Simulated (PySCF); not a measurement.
# triplet AlClFHS at 5 levels

We compute a comparison of 5 runs (UB3LYP/6-31G*, U-wB97X/6-311+G**, UB2PLYP/6-311+G**, UM06-2X/6-311+G**, UPBE0/6-311+G**) of triplet AlClFHS. The job is set up through a Python script.

The calculation is run with PySCF 2.14.0.

### Step 1. The molecule

AlClFHS has 5 atoms, charge 0, and is taken as a triplet. As SMILES of the parent species, `[F][Al]([SH])[Cl]`. The coordinates come from a PBE0-D4/def2-TZVP relaxation. That shape belongs to the parent species and isn't relaxed for this state.

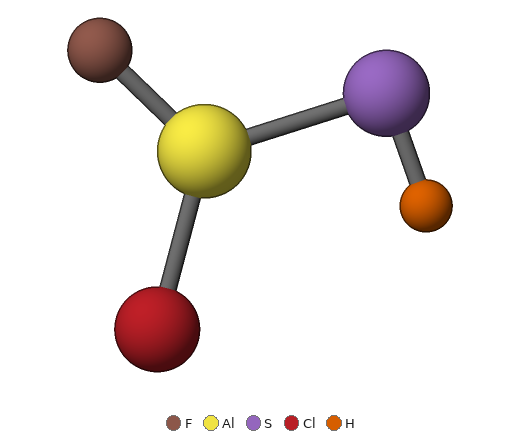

The structure, seen from a chosen angle (fluorine brown, aluminium yellow, sulfur purple, chlorine red, hydrogen orange).

### Step 2. The energy at UB3LYP/6-31G(d) (spherical functions) (run 1)

calc.py reads:

```python
from pyscf import gto, dft

mol = gto.M(
    atom='''
F     -1.074800    -1.532300     1.120000
Al    -0.434500    -0.368700     0.162600
S      1.608200     0.228100     0.503500
Cl    -1.607500     0.476200    -1.328000
H      1.558300     1.123100    -0.499600
''',
    spin=2,
    basis='6-31g*',
    verbose=3,
    max_memory=1860,
    charge=0,
)

ks = dft.UKS(mol, xc='b3lyp')
ks.conv_tol = 1e-10
ks.grids.level = 5
ks.kernel()
if not ks.converged:
    ks = ks.newton().run(ks.mo_coeff, ks.mo_occ)

e_tot = ks.e_tot
print(f'total energy: {e_tot:.8f} hartree')
```

Started as:

```bash
$ OMP_NUM_THREADS=1 python calc.py
```

What it wrote:

```text
WARN: HOMO -0.0819858205500608 >= LUMO -0.313763371664339

WARN: HOMO -0.115961703581355 >= LUMO -0.173406385851843

WARN: HOMO -0.101138488383089 >= LUMO -0.267607279605907

WARN: HOMO -0.0991364113014104 >= LUMO -0.280770908704298

WARN: HOMO -0.10649998355184 >= LUMO -0.290334779892243

WARN: HOMO -0.106775131339524 >= LUMO -0.278114061896563

WARN: HOMO -0.106616168266392 >= LUMO -0.27624835049588

WARN: HOMO -0.1071420796667 >= LUMO -0.27606758024878

WARN: HOMO -0.106908682813442 >= LUMO -0.275735315102979

WARN: HOMO -0.106932352760651 >= LUMO -0.275786816542618

WARN: HOMO -0.106905861038799 >= LUMO -0.275773994564743

WARN: HOMO -0.106877299735561 >= LUMO -0.275748211495737

WARN: HOMO -0.106866068586036 >= LUMO -0.275745310236349

WARN: HOMO -0.106860006246061 >= LUMO -0.275723184748751

WARN: HOMO -0.106853291933004 >= LUMO -0.275724511813012

WARN: HOMO -0.106852076212301 >= LUMO -0.275722927924285

WARN: HOMO -0.10685165246166 >= LUMO -0.275721562181416

WARN: HOMO -0.106851965815051 >= LUMO -0.27572167491371

converged SCF energy = -1201.23350414887  <S^2> = 2.0035728  2S+1 = 3.0023809
total energy: -1201.23350415 hartree
```

Run time: 18 s. Hardware: 1 thread of Intel Xeon 6975P-C (Granite Rapids), shared host; peak memory 0.39 GiB.

### Step 3. A single-point energy at U-wB97X/6-311+G(d,p) (run 2)

calc.py reads:

```python
from pyscf import gto, dft

system = gto.M(
    atom='''
F     -2.031078    -2.895627     2.116493
Al    -0.821086    -0.696742     0.307269
S      3.039058     0.431047     0.951477
Cl    -3.037735     0.899888    -2.509556
H      2.944760     2.122351    -0.944107
''',
    unit='bohr',
    spin=2,
    max_memory=1860,
    basis='6-311+g**',
    verbose=3,
)

mf = dft.UKS(system)
mf.xc = 'wb97x'
mf.conv_tol = 1e-10
mf.grids.level = 5
mf.kernel()
if not mf.converged:
    mf = mf.newton().run(mf.mo_coeff, mf.mo_occ)

e_final = mf.e_tot
print('E = %.10f Eh' % e_final)
```

Started as:

```bash
$ OMP_NUM_THREADS=1 python calc.py
```

What it wrote:

```text
WARN: HOMO -0.0611932265769193 >= LUMO -0.351859968279485

WARN: HOMO -0.17920121139457 >= LUMO -0.285792699401055

WARN: HOMO -0.185369696175769 >= LUMO -0.237495648023796

WARN: HOMO -0.181609422486957 >= LUMO -0.205925654593401

WARN: HOMO -0.183830254403532 >= LUMO -0.201980825314635

WARN: HOMO -0.184645821123766 >= LUMO -0.20056496604154

WARN: HOMO -0.184679390054583 >= LUMO -0.199813408953005

WARN: HOMO -0.184699753971785 >= LUMO -0.199598882057302

WARN: HOMO -0.184675834072479 >= LUMO -0.199472991782429

WARN: HOMO -0.184688048325796 >= LUMO -0.199358418703284

WARN: HOMO -0.184672986943156 >= LUMO -0.199289881567026

WARN: HOMO -0.184681661697283 >= LUMO -0.199209876032043

WARN: HOMO -0.184685007959771 >= LUMO -0.199137299578268

WARN: HOMO -0.18465676771477 >= LUMO -0.19906851088318

WARN: HOMO -0.184656427778947 >= LUMO -0.199063977935751

WARN: HOMO -0.184655680346197 >= LUMO -0.199060926008514

WARN: HOMO -0.184656776166094 >= LUMO -0.199059616677999

WARN: HOMO -0.184656768724039 >= LUMO -0.199059336879401

WARN: HOMO -0.184656738741822 >= LUMO -0.199059266910496

WARN: HOMO -0.184656600433343 >= LUMO -0.199059175158737

converged SCF energy = -1201.26423014185  <S^2> = 2.0051161  2S+1 = 3.0034088
E = -1201.2642301418 Eh
```

Run time: 46 s. Hardware: 1 thread of Intel Xeon 6975P-C (Granite Rapids), shared host; peak memory 0.68 GiB.

### Step 4. A single-point energy at UB2PLYP/6-311+G(d,p) (run 3)

input.py reads:

```python
from pyscf import gto, dft, mp

mol = gto.Mole()
mol.atom = [
    ('F', (-1.074800, -1.532300, 1.120000)),
    ('Al', (-0.434500, -0.368700, 0.162600)),
    ('S', (1.608200, 0.228100, 0.503500)),
    ('Cl', (-1.607500, 0.476200, -1.328000)),
    ('H', (1.558300, 1.123100, -0.499600)),
]
mol.spin = 2
mol.max_memory = 1860
mol.basis = '6-311+g**'
mol.verbose = 3
mol.charge = 0
mol.build()

myscf = dft.UKS(mol)
myscf.xc = '0.53*HF + 0.47*B88, 0.73*LYP'
myscf.grids.level = 5
myscf.conv_tol = 1e-10
myscf.kernel()
if not myscf.converged:
    myscf = myscf.newton().run(myscf.mo_coeff, myscf.mo_occ)

pt = mp.MP2(myscf, frozen=16).run()
e_final = myscf.e_tot + 0.27 * pt.e_corr
print('PT2 part  %.8f' % (0.27 * pt.e_corr))
print('E = %.10f Eh' % e_final)
```

Started as:

```bash
$ OMP_NUM_THREADS=1 python input.py
```

What it wrote:

```text
WARN: HOMO -0.0626616806578437 >= LUMO -0.323340540116302

WARN: HOMO -0.146526174776787 >= LUMO -0.30471186813414

WARN: HOMO -0.144003763228028 >= LUMO -0.251994328041391

WARN: HOMO -0.140444830005421 >= LUMO -0.223975515043577

WARN: HOMO -0.143145677301163 >= LUMO -0.222161830168176

WARN: HOMO -0.143791817798714 >= LUMO -0.220513829771164

WARN: HOMO -0.143832429853546 >= LUMO -0.220047997860163

WARN: HOMO -0.143874936497014 >= LUMO -0.21999703174157

WARN: HOMO -0.143881662971694 >= LUMO -0.220021217378218

WARN: HOMO -0.143892607719764 >= LUMO -0.220004951241393

WARN: HOMO -0.143888841234869 >= LUMO -0.220013946275728

WARN: HOMO -0.143892167177057 >= LUMO -0.220020168088411

WARN: HOMO -0.143892124100972 >= LUMO -0.220019690464596

WARN: HOMO -0.143893429886063 >= LUMO -0.220022604717187

WARN: HOMO -0.143894063186735 >= LUMO -0.220022122818861

WARN: HOMO -0.143893946743205 >= LUMO -0.220023116556234

WARN: HOMO -0.143894002108965 >= LUMO -0.220023269304477

WARN: HOMO -0.143893920448392 >= LUMO -0.220023403826843

converged SCF energy = -1200.66395604221  <S^2> = 2.0067491  2S+1 = 3.004496
E(UMP2) = -1201.3059838649  E_corr = -0.642027822687425
E(SCS-UMP2) = -1201.28396559632  E_corr = -0.620009554104725
PT2 part  -0.17334751
E = -1200.8373035543 Eh
```

Wall time 31 s (1 thread of Intel Xeon 6975P-C (Granite Rapids), shared host); peak memory 0.68 GiB.

Run 4 isn't shown in full; the table further down has it.

### Step 5. A single-point energy at UPBE0/6-311+G(d,p) (run 5)

input.py reads:

```python
from pyscf import gto, dft

mol = gto.M(
    atom='''
F       -1.074800      -1.532300       1.120000
Al      -0.434500      -0.368700       0.162600
S        1.608200       0.228100       0.503500
Cl      -1.607500       0.476200      -1.328000
H        1.558300       1.123100      -0.499600
''',
    max_memory=1860,
    verbose=4,
    charge=0,
    spin=2,
    basis='6-311+g**',
)

mf = dft.UKS(mol, xc='pbe0')
mf.grids.level = 5
mf.conv_tol = 1e-10
mf.kernel()
if not mf.converged:
    mf = mf.newton().run(mf.mo_coeff, mf.mo_occ)

energy = mf.e_tot
print('E(%s) = %.9f' % ('PBE0', energy))
```

Started as:

```bash
$ OMP_NUM_THREADS=1 python input.py
```

What it wrote:

```text
PySCF version 2.14.0

[INPUT] num. atoms = 5
[INPUT] num. electrons = 56
[INPUT] charge = 0
[INPUT] spin (= nelec alpha-beta = 2S) = 2
[INPUT] symmetry False subgroup None
[INPUT] Mole.unit = angstrom
[INPUT] Symbol           X                Y                Z      unit          X                Y                Z       unit  Magmom
[INPUT]  1 F     -1.074800000000  -1.532300000000   1.120000000000 AA   -2.031077638683  -2.895627340671   2.116493259513 Bohr   0.0
[INPUT]  2 Al    -0.434500000000  -0.368700000000   0.162600000000 AA   -0.821086001124  -0.696742022127   0.307269467854 Bohr   0.0
[INPUT]  3 S      1.608200000000   0.228100000000   0.503500000000 AA    3.039057553526   0.431046529013   0.951477103719 Bohr   0.0
[INPUT]  4 Cl    -1.607500000000   0.476200000000  -1.328000000000 AA   -3.037734745238   0.899887580518  -2.509556293422 Bohr   0.0
[INPUT]  5 H      1.558300000000   1.123100000000  -0.499600000000 AA    2.944760219910   2.122351410499  -0.944107171833 Bohr   0.0

[... 46 lines left out ...]
[... the frontier-level lines of each cycle are left out ...]
[... 11 lines left out ...]
[... 11 lines left out ...]
[... 11 lines left out ...]
[... 11 lines left out ...]
[... 11 lines left out ...]
[... 11 lines left out ...]
[... 5 lines left out ...]

cycle= 15 E= -1200.80841667042  delta_E= -6.68e-09  |g|= 1.33e-05  |ddm|= 0.00333


cycle= 16 E= -1200.80841667092  delta_E= -4.97e-10  |g|= 1e-05  |ddm|= 0.000849


cycle= 17 E= -1200.80841667108  delta_E= -1.63e-10  |g|= 3.42e-06  |ddm|= 0.000309


cycle= 18 E= -1200.80841667109  delta_E= -9.55e-12  |g|= 7.15e-07  |ddm|= 0.000142


Extra cycle  E= -1200.8084166711  delta_E= -3.64e-12  |g|= 6e-07  |ddm|= 1.67e-05
converged SCF energy = -1200.8084166711  <S^2> = 2.005017  2S+1 = 3.0033428
E(PBE0) = -1200.808416671
```

It took 32 s on 1 thread of Intel Xeon 6975P-C (Granite Rapids), shared host; peak memory 0.68 GiB.

### Step 6. The series

```
run                                level  frozen core orbitals   energy (Eh)  dipole moment (D)  HOMO energy (eV)   ⟨S²⟩  wall time
  1  UB3LYP/6-31G* (spherical functions)                     –  -1201.233504               4.84             -2.91  2.004       18 s
  2                    U-wB97X/6-311+G**                     –  -1201.264230               5.87             -5.02  2.005       46 s
  3                    UB2PLYP/6-311+G**                    16  -1200.837304               5.37             -3.92  2.007       31 s
  4                    UM06-2X/6-311+G**                     –  -1201.223362               5.84             -4.18  2.006       56 s
  5                      UPBE0/6-311+G**                     –  -1200.808417               5.17             -3.50  2.005       32 s
```

### Step 7. What came out

```
                                 quantity           value
                      run 5: total energy  -1200.80842 Eh
                     run 5: dipole moment          5.17 D
run 5: HOMO energy (highest over α and β)        -3.50 eV
                              run 5: ⟨S²⟩           2.005
```

The dipole moment runs from 4.84 D (UB3LYP/6-31G*) to 5.87 D (U-wB97X/6-311+G**). Basis or surroundings differ between these two runs. Totals of different functionals can't be ranked against each other. All runs together took 3.1 min, the longest 56 s.
